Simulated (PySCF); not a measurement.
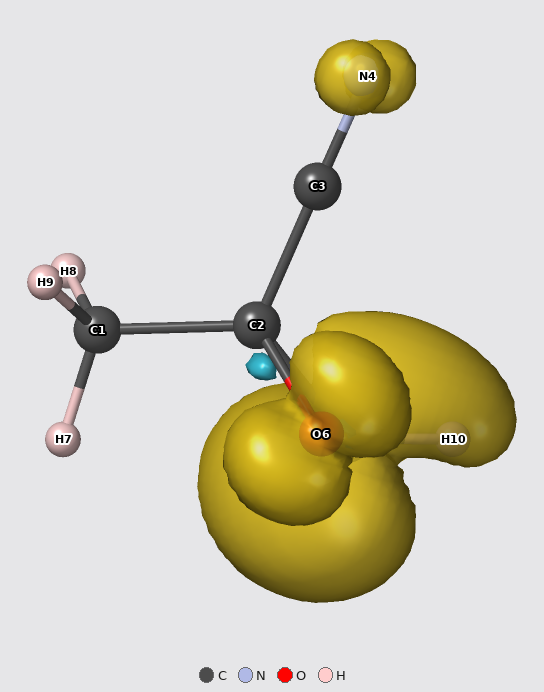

Figure. C₄H₄NO (doublet). Isosurfaces of the spin density (α minus β) at +0.02 (yellow) and −0.02 e/Å³ (cyan), seen at a tilt.

Geometry: GFN2-xTB.

Theory: UKS B3LYP, pcH-1 on C H N O, non-relativistic, mean-field spin-orbit, GIAO (PySCF).

```xyz
10

C    -1.1568   -0.5475   -0.0970
C     0.2059    0.0689    0.1103
C     0.2518    1.5024    0.0779
N     0.2987    2.6441    0.0177
C     1.4248   -0.6709   -0.2000
O     1.0698   -0.5330    1.0963
H    -1.0777   -1.6304   -0.0429
H    -1.5404   -0.2640   -1.0749
H    -1.8497   -0.2015    0.6679
H     2.3825   -0.3633   -0.5778
```

**Where is the unpaired spin?**

The unpaired spin (1 electron) lies mostly on C5 (about 0.7) and O6 (about 0.2), in electrons by Hirshfeld's partition.
